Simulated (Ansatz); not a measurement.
**Profile along the Ce–O line in CeO2 (fluorite)**

CeO₂ (fluorite)

Space group Fm-3m (No. 225); a = 5.464 Å, b = 5.464 Å, c = 5.464 Å, α = 90.00°, β = 90.00°, γ = 90.00°

| atom | site | symmetry | x | y | z |
|---|---|---|---|---|---|
| Ce | 4a | m-3m | 0.0000 | 0.0000 | 0.0000 |
| O | 8c | -43m | 0.2500 | 0.2500 | 0.2500 |
(The calculation used a cell of 3 atoms; values per cell refer to that cell.)

Fields along a shortest Ce–O line of a {110} plane (2.37 Å), from Ce to O, interpolated on the slice's grid (step about 0.2 Å). Calculation: PBE (plane waves to 420 eV, PAW, scalar-relativistic; Ansatz, an electronic-structure program). k mesh 10×10×10. These are valence fields of a PAW run, semicore shells included where kept as valence: close to a nucleus they are smooth pseudo fields. CeO2 is run without spin polarisation. CeO2 was relaxed with its symmetry unable to fall. The PAW data are Ansatz's earlier set. The filling of the f shell was not checked against other fillings, so treat energies with care.

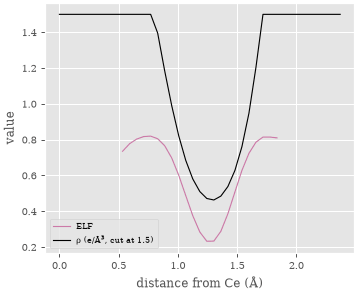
Figure. ELF (away from the nuclei) and valence density from Ce to O.

Density on the Ce–O line (2.37 Å) at its density minimum, 1.3 Å from Ce: 0.46 e/Å³. ELF at that point: 0.2.
